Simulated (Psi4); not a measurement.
# SiH3F (SMILES F[SiH3]): B3LYP/def2-TZVPP

What is the vertical singlet–triplet gap of SiH3F at B3LYP/def2-TZVPP? 

The calculation is run with Psi4 1.11.

8 further runs of the same task are left out: 7 that didn't finish, 1 set aside as unsound or not needed.

**1. The structure to begin with**

SiH3F: 5 atoms, total charge 0, spin state singlet. SMILES: `F[SiH3]`. Geometry: relaxed at PBE0-D4/def2-TZVP.

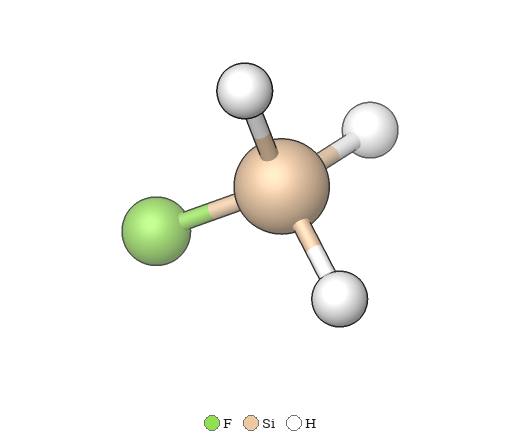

The structure, seen from a chosen angle (fluorine green, silicon light orange, hydrogen white).

**2. Energy and forces at B3LYP/def2-TZVPP**

The input, calc.py:

```python
import psi4

psi4.set_memory('1600 MB')
psi4.set_num_threads(1)
psi4.core.set_output_file('run.log', False)

mol = psi4.geometry("""
0 1
F
Si 1 1.59994
H 2 1.481757 1 108.32834
H 2 1.48166 3 110.58575 1 118.57536
H 2 1.481652 4 110.58883 3 -122.84593
units angstrom
symmetry c1
""")

psi4.set_options({
    'reference': 'rks',
    'puream': True,
    'e_convergence': 1e-09,
    'd_convergence': 1e-08,
    'scf_type': 'pk',
    'dft_radial_points': 99,
    'dft_spherical_points': 590,
})

e_tot = psi4.gradient('b3lyp/def2-TZVPP')
print('gradient / Eh bohr^-1')
print(e_tot.np.round(6))
```

On the command line:

```bash
$ python calc.py
```

run.log:

```text
[...]
  Running in c1 symmetry.
[...]
  Nuclear repulsion =   63.042811053705492
[...]
  Multiplicity = 1
[...]
  Nalpha       = 13
  Nbeta        = 13
[...]
    Number of basis functions: 115
[...]
   @RKS iter   1:  -391.20110373654069   -3.82194e-01   4.16373e-03 DIIS/ADIIS
[...]
   @RKS iter   9:  -391.27046636123288   -4.88853e-12   6.36932e-09 DIIS
[...]
    Orbital Energies [Eh]
    ---------------------
    Doubly Occupied:
       1A    -66.149738     2A    -24.676385     3A     -5.308763
       4A     -3.668742     5A     -3.665707     6A     -3.665707
       7A     -1.191790     8A     -0.569069     9A     -0.461102
      10A     -0.454496    11A     -0.454495    12A     -0.351963
      13A     -0.351950
[...]
  @RKS Final Energy:  -391.27046636123288
   => Energetics <=
    Nuclear Repulsion Energy =             63.0428110537054920
    One-Electron Energy =                -667.9201093280174746
    Two-Electron Energy =                 239.8830786478425239
    DFT Exchange-Correlation Energy =     -26.2762467347633191
    Empirical Dispersion Energy =           0.0000000000000000
    VV10 Nonlocal Energy =                  0.0000000000000000
    Total Energy =                       -391.2704663612328204
[...]
 Multipole Moments:
 ------------------------------------------------------------------------------------
     Multipole            Electronic (a.u.)      Nuclear  (a.u.)        Total (a.u.)
 ------------------------------------------------------------------------------------
 L = 1.  Multiply by 2.5417464519 to convert [e a0] to [Debye]
 Dipole X            :          0.0001135           -0.0000732            0.0000403
 Dipole Y            :          0.0002219           -0.0001373            0.0000845
 Dipole Z            :         -3.4155245            3.9160632            0.5005387
 Magnitude           :                                                    0.5005387
[...]
  -Total Gradient:
     Atom            X                  Y                   Z
    ------   -----------------  -----------------  -----------------
       1       -0.000001408181    -0.000001813798     0.003830333707
       2        0.000007058011     0.000035859083    -0.005284371962
       3       -0.000002496752    -0.001752766948     0.000491708384
       4       -0.001491140566     0.000858747124     0.000482621106
       5        0.001488013410     0.000859962115     0.000482495683
[...]
```

On the terminal:

```text
gradient / Eh bohr^-1
[[-1.000e-06 -2.000e-06  3.830e-03]
 [ 7.000e-06  3.600e-05 -5.284e-03]
 [-2.000e-06 -1.753e-03  4.920e-04]
 [-1.491e-03  8.590e-04  4.830e-04]
 [ 1.488e-03  8.600e-04  4.820e-04]]
```

It took 1.9 min on 1 thread of AMD EPYC, shared host; peak memory 0.67 GiB.

**3. The triplet, same level**

The input, input.json:

```json
{
  "schema_name": "qcschema_input",
  "schema_version": 1,
  "molecule": {
    "schema_name": "qcschema_molecule",
    "schema_version": 2,
    "symbols": ["F", "Si", "H", "H", "H"],
    "geometry": [-2.40864492, 0.30764741, 1.62138501, 0.08182514, -0.03647171, -0.05801459, -0.69504127, -0.36396125, -2.72819761, 1.4524435, -2.30149745, 0.85340032, 1.66390385, 2.25519916, 0.2331922],
    "molecular_charge": 0,
    "molecular_multiplicity": 3,
    "fix_symmetry": "c1"
  },
  "driver": "gradient",
  "model": {
    "method": "b3lyp",
    "basis": "def2-TZVPP"
  },
  "keywords": {
    "reference": "uks",
    "puream": true,
    "e_convergence": 1e-09,
    "d_convergence": 1e-08,
    "scf_type": "pk",
    "dft_radial_points": 99,
    "dft_spherical_points": 590,
    "maxiter": 100,
    "scf_properties": ["DIPOLE", "QUADRUPOLE", "MULLIKEN_CHARGES"]
  }
}
```

On the command line:

```bash
$ psi4 --qcschema input.json -n 1 --memory 1600MB
```

stdout, cut to the lines that bear on the results:

```text
[...]
  Running in c1 symmetry.
[...]
  Nuclear repulsion =   63.042807294126760
[...]
  Multiplicity = 3
[...]
  Nalpha       = 14
  Nbeta        = 12
[...]
    Number of basis functions: 115
[...]
   @UKS iter   1:  -390.90837474265879   -8.94660e-02   4.24636e-03 DIIS/ADIIS
[...]
   @UKS iter  18:  -390.99294849803465   -8.62315e-11   9.34656e-09 DIIS
[...]
   @S^2 Observed:                2.004879387E+00
[...]
  @UKS Final Energy:  -390.99294849803465
   => Energetics <=
    Nuclear Repulsion Energy =             63.0428072941267601
    One-Electron Energy =                -667.0147674930628909
    Two-Electron Energy =                 239.1618964835844849
    DFT Exchange-Correlation Energy =     -26.1828847826830149
    Empirical Dispersion Energy =           0.0000000000000000
    VV10 Nonlocal Energy =                  0.0000000000000000
    Total Energy =                       -390.9929484980346501
[...]
 Multipole Moments:
 ------------------------------------------------------------------------------------
     Multipole            Electronic (a.u.)      Nuclear  (a.u.)        Total (a.u.)
 ------------------------------------------------------------------------------------
 L = 1.  Multiply by 2.5417464519 to convert [e a0] to [Debye]
 Dipole X            :         -3.1482109            3.2256518            0.0774409
 Dipole Y            :          0.3748415           -0.4457978           -0.0709563
 Dipole Z            :          1.6837126           -2.1753133           -0.4916007
 Magnitude           :                                                    0.5026958
 L = 2.  Multiply by 1.3450342976 to convert [e a0^2] to [Debye ang]
 Quadrupole XX       :        -63.5886141           45.4536746          -18.1349395
 Quadrupole XY       :          5.2618893           -4.8163555            0.4455338
[...]
  Mulliken Charges: (a.u.)
   Center  Symbol    Alpha    Beta     Spin     Total
[...]
  -Total Gradient:
     Atom            X                  Y                   Z
    ------   -----------------  -----------------  -----------------
       1        0.020359380507    -0.002055124773    -0.008219200701
       2       -0.047931394920    -0.002225822500    -0.032222677922
       3        0.010495207306     0.003380992605     0.028288141721
       4        0.009176752387     0.014292906592     0.004193658692
       5        0.007902372534    -0.013393114606     0.007958516834
[...]
```

The result, in JSON:

```text
{
 "driver": "gradient",
 "model": {
  "method": "b3lyp",
  "basis": "def2-TZVPP"
 },
 "success": true,
 "return_result": [0.020359380506629943, -0.00205512477345364, -0.008219200701089557, -0.04793139491959576, -0.0022258225003792837, -0.03222267792221002, 0.010495207305598879, 0.0033809926052218893, 0.028288141720683557, 0.009176752387473758, 0.0142929065921302, 0.004193658691718387, 0.007902372533636723, -0.013393114605540407, 0.007958516833653444],
 "properties": {
  "calcinfo_nbasis": 115,
  "calcinfo_nmo": 115,
  "calcinfo_nalpha": 14,
  "calcinfo_nbeta": 12,
  "calcinfo_natom": 5,
  "nuclear_repulsion_energy": 63.04280729412676,
  "return_energy": -390.99294849803465,
  "return_gradient": [0.020359380506629943, -0.00205512477345364, -0.008219200701089557, -0.04793139491959576, -0.0022258225003792837, -0.03222267792221002, 0.010495207305598879, 0.0033809926052218893, 0.028288141720683557, 0.009176752387473758, 0.0142929065921302, 0.004193658691718387, 0.007902372533636723, -0.013393114605540407, 0.007958516833653444],
  "scf_one_electron_energy": -667.0147674930629,
  "scf_two_electron_energy": 239.16189648358448,
  "scf_xc_energy": -26.182884782683015,
  "scf_dipole_moment": [0.07744085242965415, -0.07095627367460561, -0.4916006804435553],
  "scf_total_energy": -390.99294849803465,
  "scf_total_gradient": [0.020359380506629943, -0.00205512477345364, -0.008219200701089557, -0.04793139491959576, -0.0022258225003792837, -0.03222267792221002, 0.010495207305598879, 0.0033809926052218893, 0.028288141720683557, 0.009176752387473758, 0.0142929065921302, 0.004193658691718387, 0.007902372533636723, -0.013393114605540407, 0.007958516833653444],
  "scf_iterations": 18
 }
}
```

Run time: 2.7 min. Hardware: 1 thread of AMD EPYC, shared host; peak memory 0.67 GiB.

**4. Results**

At B3LYP/def2-TZVPP:

| quantity | value |
| --- | --- |
| singlet: total energy | -391.27047 Eh |
| singlet: dipole moment | 1.27 D |
| singlet: HOMO energy | -9.58 eV |
| singlet: LUMO energy | -0.38 eV |
| singlet: HOMO–LUMO gap | 9.19 eV |
| singlet: largest force on an atom | 0.272 eV/Å |
| triplet: total energy | -390.99295 Eh |
| triplet: dipole moment | 1.28 D |
| triplet: HOMO energy (highest over α and β) | -2.56 eV |
| triplet: ⟨S²⟩ | 2.005 |
| triplet: largest force on an atom | 2.972 eV/Å |
| vertical energy of the triplet above the singlet | 7.552 eV |

At this shape the triplet lies 7.55 eV (174 kcal/mol) above the singlet. The largest force (singlet) is 0.27 eV/Å: the shape isn't a stationary point for this species at this level.
